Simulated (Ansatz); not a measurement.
# Co3P2S2: forces, levels, charges and fields

Aim: for Co3P2S2, a structure type of another compound, with these elements put in, find its forces and stress, its levels, and how its atoms share the electrons. The atoms and the cell stay fixed.

Method: DFT, r2SCAN, no spin polarisation, plane waves, PAW, in Ansatz 0.2.0.

### Step 1. The structure

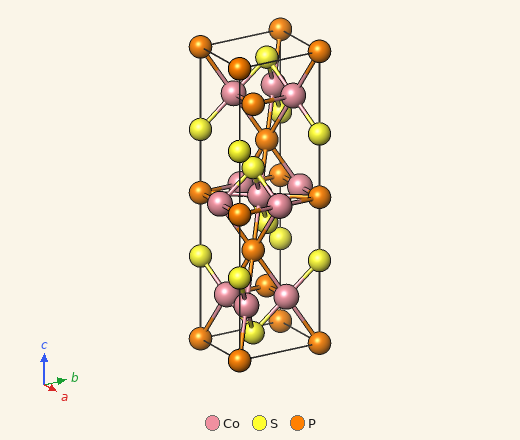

The structure slightly off an axis: cobalt pink, sulfur yellow, phosphorus orange. The cell drawn here is the conventional one.

Symmetry: R-3m, No. 166, trigonal system. The conventional cell has a = 5.132 Å, b = 5.132 Å, c = 12.576 Å, α = 90.00°, β = 90.00°, γ = 120.00°. Co (site symmetry 2/m) has 2 S at 2.08 Å and 4 Co at 2.57 Å and 4 P at 2.57 Å as nearest neighbours. S (site symmetry 3m) is surrounded by 3 Co at 2.08 Å. Around P (site symmetry -3m) lie 6 Co at 2.57 Å.

Its coordinates follow in the input file.

Its first density is an earlier solution for the same cell, read from a checkpoint.

### Step 2. The run

input.yaml

```yaml
crystal:
  lattice:
    - [2.566175, 4.444741, 0.0]
    - [-2.566175, 4.444741, 0.0]
    - [0.0, -2.963157, 4.191984]
  atoms:
    - { symbol: Co, position: [0.0, 0.0, 0.5] }
    - { symbol: Co, position: [0.5, 0.0, 0.5] }
    - { symbol: Co, position: [0.0, 0.5, 0.5] }
    - { symbol: S, position: [0.283, 0.283, 0.849] }
    - { symbol: S, position: [0.717, 0.717, 0.151] }
    - { symbol: P, position: [0.5, 0.5, 0.5] }
    - { symbol: P, position: [0.0, 0.0, 0.0] }
  symmetry: { tolerance: 0.0003 }
kpoints:
  mp_grid: { grid: [8, 8, 8], shift: [0, 0, 0] }
magnetization:
  spin_polarized: false
scf:
  occupations: { method: fermi_dirac }
  lower_state_search: "off"
  max_iter: 200
hamiltonian:
  pseudopotentials: { kind: paw }
  xc: r2scan
basis:
  ecutwfc: 500
  fft_grid_basis: typed
output:
  forces: true
  stress: true
  eigenvalues: true
  bader: true
  populations: true
  elf: true
  write_potential: true
  volumetric_format: npy
  dos:
    e_range: [-12, 8]
    de: 0.05
    projected: { site_lists: { Co: [Co], P: [P], S: [S] } }
checkpoint:
  read: saved_state
```

Standard output:

```text
Warning: crystal.lattice misses the space group found at crystal.symmetry.tolerance 3.0e-4 in a digit that the deck types, which is why this is a warning: making the lattice exact moves one of its numbers by a whole unit of that number's last typed decimal, or more. The operation that it misses by the most changes a squared length by the fraction 2.31e-6. The run uses the lattice that is a stretch of the typed one, with no rotation, onto the one that keeps every operation to a double's rounding (on a very oblique basis the stretch itself rounds by more); the deck's lattice vector that moved farthest moved by 3.57e-6 Å. To run the lattice as typed, set crystal.symmetry.tolerance under 2.31e-6, the least fraction by which an operation that the lattice misses changes a squared length (the same key also sets how far an atom may lie from its image, so lowering it can lose operations that the atoms keep only within it), or set crystal.symmetry.detect: false (a key that needs symmetry detection or time reversal refuses this as the deck is read). crystal.lattice made exact, in Å and degrees: [[2.5661737064144092, 4.444743240556671, -1.9438762158511736e-6], [-2.5661737064144092, 4.444743240556671, -1.9438762158511736e-6], [0.0, -2.963160327037319, 4.19198529591868]]. Pasted over the deck's crystal.lattice, beside positions in fractional coordinates, it runs the same cell (given as lengths and angles, that cell in the form's own orientation, a rigid turn of the misfit's size from the one run here, for which a checkpoint.post_process_only pass over this run's state can be refused: where this run relaxes nothing, give such a pass this deck's own crystal.lattice, as typed; behind a relaxation, as crystal.lattice, the state's own cell, identity.cell in its checkpoint.json), and a matrix so pasted ends this notice, except on a very skew basis of the lattice, where the rounding of the pasted numbers themselves can read as a misfit: the cell is then moved again, and that move is told again. The lattice as run is in this notice's lattice.as_run_ang field (Run.prep()["deck_notices"] in Python, the deck_notice line of an events file, deck_notices of ansatz run --dry-run=json, or deck_notices in record.json in the deck's checkpoint.write directory).
Warning: RAYON_NUM_THREADS=1 ignored (pool sized by the plan → 1); use --threads N
Engine: ansatz 0.2.0, x86_64-unknown-linux-gnu
Pseudopotentials: kind: paw
Pseudopotential: Co, paw, valence charge 17, recommended cutoff 500 eV (meta_gga), Co.paw.azcp
Pseudopotential: S, paw, valence charge 6, recommended cutoff 500 eV (meta_gga), S.paw.azcp
Pseudopotential: P, paw, valence charge 5, recommended cutoff 500 eV (meta_gga), P.paw.azcp
Functional definition: r2SCAN
  parameter k0 = 0.174
  parameter k1 = 0.065
  parameter a1 = 4.9479
  exchange = r2scan_x(k0 = k0, k1 = k1, a1 = a1)
  correlation = r2scan_c
Crystal: 7 atoms, lattice volume = 95.627 Å³
Basis set: ecut = 500 eV, 2421 PW (Γ), exchange–correlation on 160×160×160 points (64 copies of the dense FFT grid, shifted against one another)
Bands: 44, of which v1, the nominal top of the filled ones, is band 37 counted from 1 (36 counted from 0)
Symmetry: 12 space group operations
Space group: R-3m (ITA 166), of the structure as read, at distance tolerance 6.9e-4 Å
k-points: 65 of 512
Non-local potential: Co, projectors of the file, l = 0: 3, l = 1: 2, l = 2: 3, l = 3: 1
Non-local potential: S, projectors of the file, l = 0: 2, l = 1: 2, l = 2: 2
Non-local potential: P, projectors of the file, l = 0: 2, l = 1: 2, l = 2: 2
PAW form: soft (Blöchl's): semilocal exchange-correlation on the pseudo side does not see the compensation charge
PAW frozen core: Co, regenerated for the run's functional (the file was generated under x = pbe(κ = 0.804, μ = 0.2195149727645171), c = pbe(β = 0.06672455060314922))
PAW frozen core: S, regenerated for the run's functional (the file was generated under x = pbe(κ = 0.804, μ = 0.2195149727645171), c = pbe(β = 0.06672455060314922))
PAW frozen core: P, regenerated for the run's functional (the file was generated under x = pbe(κ = 0.804, μ = 0.2195149727645171), c = pbe(β = 0.06672455060314922))
PAW one-centre angular grid: Co, 590 points (default); XC on 160 Gauss nodes
PAW one-centre angular grid: S, 302 points (default); XC on 160 Gauss nodes
PAW one-centre angular grid: P, 302 points (default); XC on 160 Gauss nodes
Initial density: read from a saved state, or passed on in memory by an earlier SCF of this step, an earlier step, the calling program or the single point that the run made first
Initial wavefunctions: pseudopotential atomic-orbital guess
Functional: x = r2scan, c = r2scan; τ floored in thin density (d = 2e-4 eV/Å³)
iter 1 solved again at ethr=7.50e-6 eV; its pass at ethr=3.10e-3 eV (dr2=5.48e-3 eV) is discarded
SCF iter   1: F=-18724.144528 eV  HF=-18724.135191 eV  |F-HF|=9.34e-3  |Δ(HF+E_count)|=         —  Δρ=4.01e-3  dr2=3.99e-3  dr2_τ=9.39e-3  ethr=7.50e-6  ⟨swp⟩=2.0  Hψ=17482  notcnv=0
preconditioner: auto → Kerker (q_TF=auto, 2.608 Å⁻¹)  [metal: Δε(μ)=0.006 eV  Ē_g=6.801 eV  σ=0.100 eV  W_gap=0.02  n_scr=26 (ndim 8)  ℏωp=26.6 eV  f_vac=0.000  D(μ)=5.50/eV (n_scr^D=58)]
SCF iter   2: F=-18724.141340 eV  HF=-18724.146240 eV  |F-HF|=4.90e-3  |Δ(HF+E_count)|=   1.10e-2  Δρ=3.50e-3  dr2=7.44e-3  dr2_τ=7.46e-4  ethr=5.47e-6  ⟨swp⟩=2.1  Hψ=5297  notcnv=0
SCF iter   3: F=-18724.147550 eV  HF=-18724.145839 eV  |F-HF|=1.71e-3  |Δ(HF+E_count)|=   4.01e-4  Δρ=1.68e-3  dr2=3.34e-4  dr2_τ=6.62e-4  ethr=5.47e-6  ⟨swp⟩=2.0  Hψ=3874  notcnv=0
SCF iter   4: F=-18724.147682 eV  HF=-18724.147667 eV  |F-HF|=1.51e-5  |Δ(HF+E_count)|=   1.83e-3  Δρ=2.28e-4  dr2=3.77e-5  dr2_τ=9.84e-6  ethr=4.57e-7  ⟨swp⟩=2.0  Hψ=5503  notcnv=0
SCF iter   5: F=-18724.147693 eV  HF=-18724.147701 eV  |F-HF|=7.57e-6  |Δ(HF+E_count)|=   3.40e-5  Δρ=1.10e-4  dr2=1.18e-5  dr2_τ=3.88e-7  ethr=5.16e-8  ⟨swp⟩=2.5  Hψ=4543  notcnv=0
SCF iter   6: F=-18724.147700 eV  HF=-18724.147702 eV  |F-HF|=1.77e-6  |Δ(HF+E_count)|=   1.07e-6  Δρ=7.03e-5  dr2=3.12e-6  dr2_τ=1.09e-7  ethr=1.62e-8  ⟨swp⟩=2.0  Hψ=3590  notcnv=0
SCF iter   7: F=-18724.147701 eV  HF=-18724.147702 eV  |F-HF|=9.04e-7  |Δ(HF+E_count)|=   3.34e-7  Δρ=3.93e-5  dr2=9.78e-7  dr2_τ=3.86e-8  ethr=4.28e-9  ⟨swp⟩=1.0  Hψ=2860  notcnv=0
SCF iter   8: F=-18724.147702 eV  HF=-18724.147702 eV  |F-HF|=7.84e-9  |Δ(HF+E_count)|=   6.88e-8  Δρ=5.17e-6  dr2=1.99e-8  dr2_τ=6.63e-10  ethr=1.37e-10  ⟨swp⟩=7.9  Hψ=20081  notcnv=0
SCF 1 converged in 8 iterations: F = -18724.147702 eV  dr2 = 1.99e-8
SCF converged after 8 iterations
Free energy (F): -18724.147702 eV
Harris-Foulkes:  -18724.147702 eV  (|F-HF|=7.84e-9)
Internal energy: -18723.972876 eV  (E = F + TS)
E sigma→0 (E₀):  -18724.060289 eV
Entropy (-TS):   -0.174826 eV (-24.975 meV/atom)
Fermi energy:    12.778149 eV
--- Per-component energies (eV) ---
  E_band       = -987.804822
  E_kinetic    = 1722.063838
  E_local      = -12835.670141  (includes V_loc(G=0)·N_el)
  E_nonlocal   = 1504.529668
  E_hartree    = 5567.216887
  E_xc         = -772.202112
  E_vxc        = -1008.605495  (∫ρ·V_xc dr)
  E_paw        = -6949.952764  (= ΣΔE_a)
  E_vpaw       = -1563.648119  (= ΣTr[D̂ρ^β])
  E_aug_tail   = 0.000104  (compensation charges beyond the density's cutoff)
  E_vtau       = 59.071824  (kinetic-family band-sum trace: ∫τ·v_τ [+ j·A + Jᵃ·Aᵃ] dr)
  E_ewald      = -6958.671519
  E_core_change = -1.286836  (= ΣΔE_core)
  E_smearing   = -0.174826  (= −TS)
  E_closure    = 0.000000  (closes the sum)
  Σ components = -18724.147702   (vs F -18724.147702, Δ=0.00e0)
--- Forces (eV/Å), atoms counted from 1 ---
  atom   1  Co    -0.00000000     0.00000000     0.00000000
  atom   2  Co    -0.00000000     0.00000000     0.00000000
  atom   3  Co     0.00000000     0.00000000     0.00000000
  atom   4  S     -0.00000000     0.00000088     2.00355329
  atom   5  S      0.00000000    -0.00000088    -2.00355329
  atom   6  P     -0.00000000     0.00000000     0.00000000
  atom   7  P     -0.00000000    -0.00000000     0.00000000
  max |Σ_I F_I| component: 4.44e-16 eV/Å
--- Stress (GPa, compression-positive) ---
        1.818928      -0.000000       0.000000
       -0.000000       1.818928      -0.000005
        0.000000      -0.000005     -10.601171
  P = ⅓ Tr σ = -2.3211 GPa (-23.211 kbar)
--- Band table (eV; the first three rows and the last of 65) ---
  k-point 0: bands = ["-85.8235", "-85.8041", "-85.8041", "-48.0822", "-47.9626", "-47.9626", "-47.6138", "-47.5628", "-47.5628", "-47.4903", "-47.4903", "-47.4424", "-3.8398", "-1.2132", "1.5793", "2.2253", "5.7347", "5.9988", "5.9988", "7.1677", "8.1496", "8.1496", "8.5211", "8.6805", "8.6805", "9.6891", "9.6891", "10.0873", "10.5464", "10.5464", "11.1716", "11.1716", "11.6178", "11.6922", "11.6922", "12.0962", "12.7946", "12.8935", "13.1333", "13.1333", "13.7785", "13.7785", "14.4210", "17.0194"]
  k-point 1: bands = ["-85.8235", "-85.8041", "-85.8041", "-48.0822", "-47.9626", "-47.9626", "-47.6139", "-47.5628", "-47.5628", "-47.4903", "-47.4903", "-47.4424", "-3.7414", "-1.3219", "1.5353", "2.1707", "5.4600", "6.0053", "6.0053", "7.7662", "8.0186", "8.0186", "8.4464", "8.6348", "8.6348", "9.7380", "9.7380", "9.9528", "10.6235", "10.6235", "11.1662", "11.1662", "11.6138", "11.6816", "11.6816", "12.1420", "12.7945", "13.1042", "13.1042", "13.2735", "14.0900", "14.0900", "14.1475", "17.2305"]
  k-point 2: bands = ["-85.8235", "-85.8041", "-85.8041", "-48.0822", "-47.9627", "-47.9627", "-47.6139", "-47.5628", "-47.5628", "-47.4903", "-47.4903", "-47.4424", "-3.4580", "-1.6064", "1.3032", "2.0541", "5.5255", "6.0481", "6.0481", "7.5812", "7.5812", "7.8531", "8.7399", "8.7399", "9.0778", "9.5231", "9.7979", "9.7979", "10.7357", "10.7357", "11.1860", "11.1860", "11.6043", "11.6634", "11.6634", "12.2625", "12.7940", "13.1322", "13.1322", "13.5710", "14.4690", "14.7287", "14.7287", "17.8806"]
  k-point 64: bands = ["-85.8151", "-85.8125", "-85.8041", "-48.0281", "-48.0110", "-47.9600", "-47.5899", "-47.5808", "-47.5494", "-47.5067", "-47.4773", "-47.4678", "-2.5032", "-2.4204", "1.1420", "1.3572", "5.4561", "6.1489", "6.9456", "6.9941", "7.5286", "7.7806", "8.4222", "8.5147", "8.8837", "9.6457", "9.9284", "10.4370", "10.6788", "10.8303", "11.3167", "11.4395", "11.7533", "11.8326", "12.0156", "12.1946", "12.4347", "13.4609", "13.8224", "13.9119", "14.6883", "15.1462", "15.6857", "18.3648"]
--- Löwdin populations: 7 sites ---
  site symbol       q [e]
     0     Co     16.5550
     1     Co     16.5550
     2     Co     16.5550
     3      S      6.1110
     4      S      6.1110
     5      P      5.1260
     6      P      5.1775
  spilling = 0.011088 (of n_electrons = 73.000000)
--- Bader charges: 7 sites ---
  site symbol  charge [e]  shift [e]
     0     Co      0.4145     0.0032
     1     Co      0.4145     0.0032
     2     Co      0.4145     0.0032
     3      S     -0.5463     0.0016
     4      S     -0.5463     0.0016
     5      P     -0.0532     0.0037
     6      P     -0.0977     0.0026
  estimated error of the sums over rays = 6.8e-4 e
```

Wall time 56 s (1 thread of an x86-64 CPU, shared host); peak memory 0.85 GiB.

### Step 3. How far from equilibrium

Sizes of the largest forces and where they point against the nearest neighbour:

```tsv
atom	force (eV/Å)	nearest	distance (Å)	direction
S4	2.004	Co1	2.08	(others are as near)
S5	2.004	Co2	2.08	(others are as near)
```

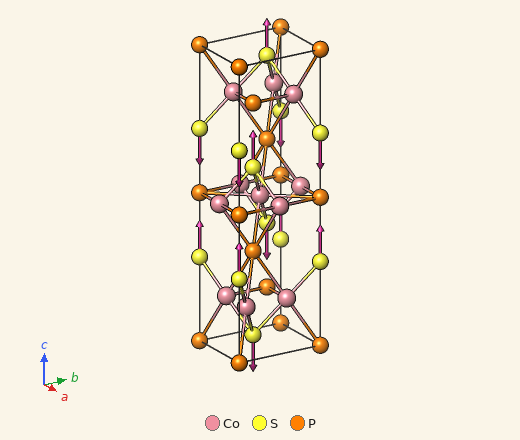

Forces as arrows; the longest is 2.00 eV/Å.

Diagonalising the stress gives -10.60, 1.82, 1.82 GPa, so P = -2.32 GPa (positive in compression).

### Step 4. States by energy

States per cell by energy window, from dos.tsv and pdos.tsv (tetrahedra; eV from the Fermi level):

```tsv
from	to	total	Co d	P p	S p
-8.0	-7.0	2.44	0.38	0.58	1.19
-7.0	-6.0	3.38	0.64	0.81	1.42
-6.0	-5.0	3.07	0.81	0.57	1.32
-5.0	-4.0	6.97	2.46	1.82	2.30
-4.0	-3.0	3.67	2.17	0.94	0.43
-3.0	-2.0	6.47	4.73	0.96	0.45
-2.0	-1.0	9.93	8.52	0.42	0.63
-1.0	0.0	4.94	3.75	0.30	0.47
0.0	1.0	5.06	2.83	1.27	0.60
1.0	2.0	4.51	1.42	1.84	0.90
2.0	3.0	3.32	1.04	1.23	0.79
3.0	4.0	0.25	0.08	0.09	0.06
```

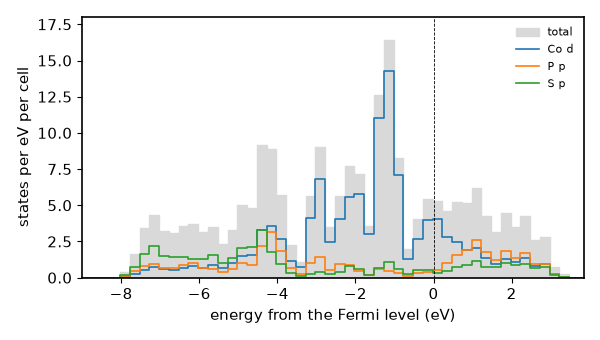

Total and projected density of states, in bins of 0.25 eV.

### Step 5. How the electrons are shared

Gathered by element (positive charge: electrons given up): Löwdin charges also hold the electrons that the projection spills.

```tsv
element	atoms	Bader charge (e)	Bader volume (Å³)	Löwdin charge (e)
Co	3	+0.41	9.9	+0.45
S	2	-0.55	16.2	-0.11
P	2	-0.10 to -0.05	16.4 to 16.9	-0.18 to -0.13
```

The Löwdin projection spills 1.1 % of the electrons and depends on the orbitals chosen; where it disagrees with Bader's partition, neither is an observable.

### Step 6. Maps of the fields

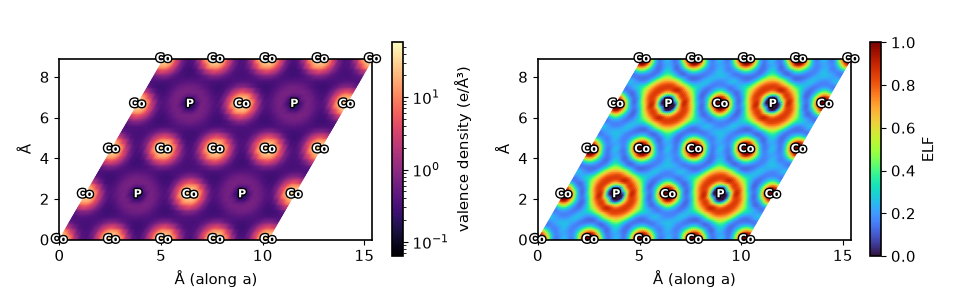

Valence density (left, log scale) and ELF (right) in the plane spanned by a and b at height 0.500 along c (axes of the input's cell); atoms within 0.2 Å are lettered, 2×2 cells. Near the nuclei they are pseudo-fields.

At the density minimum on some short contacts:

```tsv
contact	length (Å)	minimum at (fraction)	density (e/Å³)	ELF
Co1–S4	2.082	none clear	–	–
P6–Co1	2.566	0.53	0.338	0.35
P6–S4	2.729	0.47	0.297	0.51
```

### Step 7. What came out

```
                                                 quantity                                  value
                                            largest force                        2.004 eV/Å on S
                                                 pressure                               -2.3 GPa
           formation energy (elements from separate runs)                           0.07 eV/atom
                                                character                                  metal
density of states, mean within 0.25 eV of the Fermi level                    5.4 per eV per cell
                                            Bader charges  Co +0.41, S -0.55, P -0.10 to -0.05 e
```

**Reading.** The cell is metallic; within 0.25 eV of the Fermi level the density of states averages 5.4 per eV per cell, mostly Co d (71 %) and P p (13 %). Forces reach 2.0 eV/Å, so the geometry is far from rest and the levels are not those of the relaxed cell. S feels the largest force, 2.00 eV/Å, so the positions are not relaxed. At -2.3 GPa the cell is stretched and would shrink, and unequal principal stresses would change its shape. Co loses most charge (+0.41 e on average) and S gains most (-0.55 e).

Keep in mind: an odd count of electrons without spin polarisation forces a partly filled band; no spin polarisation, so a magnetic state may lie lower.
